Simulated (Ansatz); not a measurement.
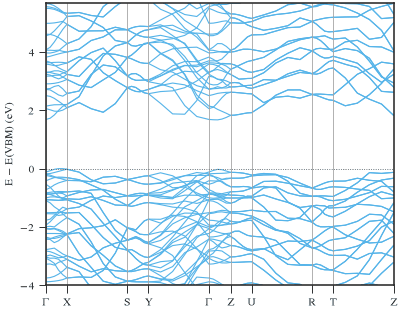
Band structure from DFT-r²SCAN+D4 in the program Ansatz with PAW potentials

**Question.** Read off the gap and where the band edges lie.

**Answer.** About 1.7 eV (1.67 eV by a search for the band edges); maximum on the Γ–X line, 69 % of the way from Γ, minimum on the Γ–Z line, 33 % of the way from Γ.

The material is Bi₂S₃ in space group Pnma (No. 62; Pearson symbol oP20).

The cell was relaxed with r²SCAN+D4 under the symmetry of its start. Scalar-relativistic: spin–orbit coupling is off unless named, which matters more the heavier the elements.

Potentials: the later of the program's two PAW sets.
